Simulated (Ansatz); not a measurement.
# C₂H₇F₂NOSi: a ladder of functionals and wavefunction methods

How much do the methods differ for C₂H₇F₂NOSi? The plan is to run it at one geometry with functionals of several rungs and with coupled cluster. The yardstick is the atomisation energy at the CCSD(T) limit.

The runs use Ansatz 0.2.0, Gaussian basis; functionals in def2-TZVPP, the program's frozen cores in correlated methods.

Plan: PBE-D4, r2SCAN-D4, PBE0-D4, B3LYP-D4, ωB97X-V, ωB97M-V, B2PLYP; CCSD(T)/def2-TZVPP; MP2/def2-QZVPP; extrapolation to the limit.

### 1 The geometry

The geometry comes from an earlier relaxation with PBE0-D4 in a triple-zeta def2 set; it is a stationary point, not always the lowest conformer.

SMILES `CN[Si](F)(F)OC`, 14 atoms, charge 0, spin multiplicity 1.

Atoms are counted from 1 here; the program's logs count them from 0.

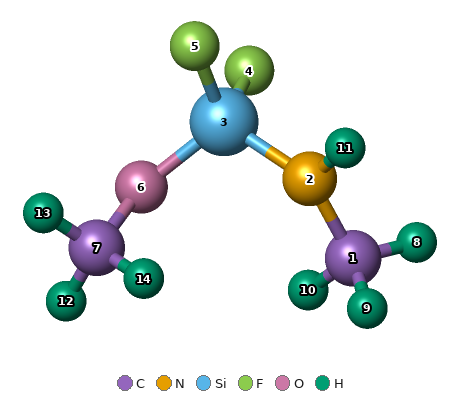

The structure; carbon purple, nitrogen amber, silicon blue, fluorine green, oxygen pink, hydrogen teal; atoms are numbered from 1 in the order of the file.

### 2 PBE-D4 (GGA)

Contents of in.yaml:

```yaml
crystal:
  periodic: [false, false, false]
  atoms:
    - {symbol: C, position_ang: [-0.153479, 0.431590, -1.884060]}
    - {symbol: N, position_ang: [0.735551, 0.710034, -0.773714]}
    - {symbol: Si, position_ang: [0.244374, 0.973361, 0.813629]}
    - {symbol: F, position_ang: [-0.576794, 2.305182, 1.049361]}
    - {symbol: F, position_ang: [1.571432, 1.112723, 1.670298]}
    - {symbol: O, position_ang: [-0.734002, -0.188257, 1.360119]}
    - {symbol: C, position_ang: [-0.435575, -1.568500, 1.336120]}
    - {symbol: H, position_ang: [-0.368223, 1.319332, -2.488490]}
    - {symbol: H, position_ang: [0.263498, -0.338352, -2.539410]}
    - {symbol: H, position_ang: [-1.105926, 0.054964, -1.505259]}
    - {symbol: H, position_ang: [1.661068, 1.001823, -1.042025]}
    - {symbol: H, position_ang: [-1.376282, -2.120516, 1.352579]}
    - {symbol: H, position_ang: [0.151682, -1.848084, 2.214915]}
    - {symbol: H, position_ang: [0.122675, -1.845320, 0.435917]}
basis:
  gaussian: {orbitals: def2-TZVPP}
hamiltonian: {xc: pbe, dispersion: d4}
output: {forces: true, orbitals: {seedname: orbitals}}
```

Started as:

```sh
$ ansatz run in.yaml --threads 2 --pin off --events-out ev --progress --plain --max-ram 22528MiB --backend cuda --devices 0, --max-vram 18GiB
```

Further steps of the session: r2SCAN-D4 (meta-GGA); PBE0-D4 (hybrid); B3LYP-D4 (hybrid); ωB97X-V (range-separated); ωB97M-V (range-separated); B2PLYP (double hybrid); CCSD(T) in def2-TZVPP; MP2 in def2-QZVPP.

Before running them: what should the planned runs give, taken together? Wanted: atomisation energy, CCSD(T)/CBS; farthest; mean size of error, hybrid; mean size of error, range-separated; gap, smallest and largest; T1 diagnostic; triples share of the correlation energy.

**Answer**, as computed:

```
                               quantity                                  value
        atomisation energy, CCSD(T)/CBS                          5697.7 kJ/mol
 functionals within 28.5 kJ/mol (0.5 %)  r2SCAN-D4, B3LYP-D4, ωB97X-V, ωB97M-V
                               farthest                  PBE-D4 (+73.7 kJ/mol)
             mean size of error, hybrid                            32.4 kJ/mol
    mean size of error, range-separated                             1.8 kJ/mol
              gap, smallest and largest   5.91 eV (PBE-D4), 12.59 eV (ωB97X-V)
                          T1 diagnostic                                 0.0108
triples share of the correlation energy                                  3.3 %
```

In words: PBE-D4 misses by +73.7 kJ/mol. Double hybrids carry the basis error of their MP2 part in triple zeta, and no dispersion term here, so their miss is partly the set-up's. Misses under about 28.5 kJ/mol are within the doubt on the reference itself, which lacks core-valence correlation, relativity and higher excitations. Hartree-Fock recovers 73 % of the binding; the rest is correlation. Orbital gaps span 5.9 to 12.6 eV; exact exchange widens them.
